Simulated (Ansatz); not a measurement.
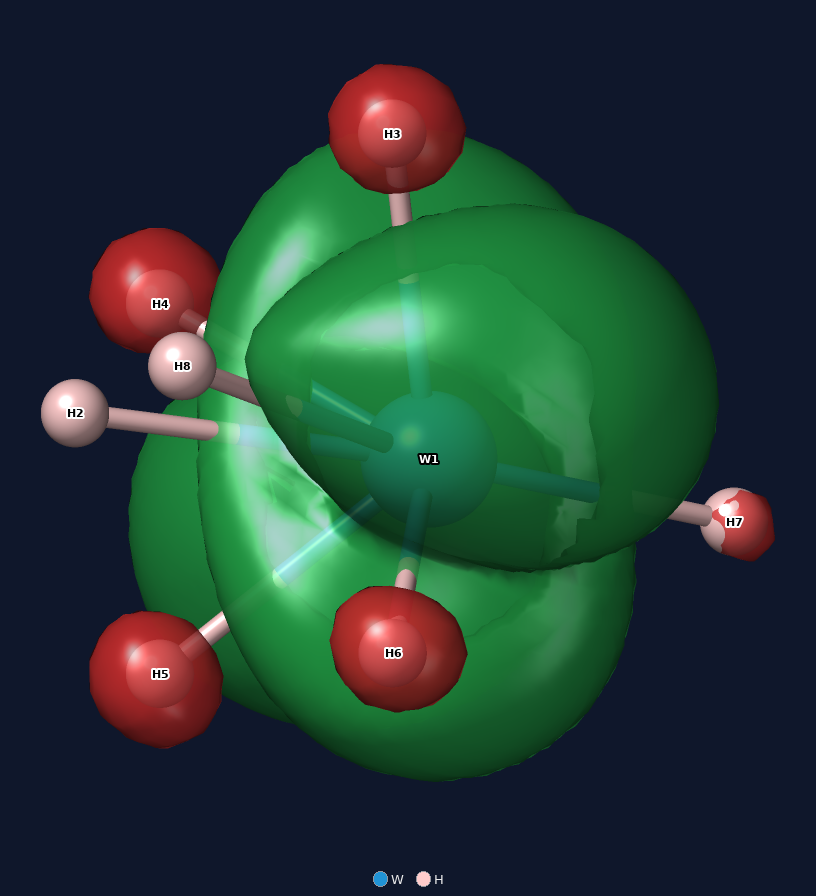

H7W (doublet). Isosurfaces of the spin density (α minus β) at +0.015 (green) and −0.015 e/Å³ (red), seen at a tilt.

Core potentials replace the inner electrons of W.

Method: UKS LDA/def2-SVP in Ansatz.

```xyz
8

W     0.0980   -0.0983   -0.2128
H    -0.3108    0.3117    1.5701
H     1.5151    0.3819    0.5842
H    -0.0746    1.4265    0.4975
H    -1.4266    0.0745    0.4977
H    -0.3821   -1.5160    0.5832
H     0.2573   -0.2572   -1.9819
H     0.3237   -0.3231    1.6420
```

Describe the spin distribution.

Answer. The unpaired spin (1 electron) lies mostly on W1 (about 0.9), in electrons by Hirshfeld's partition.
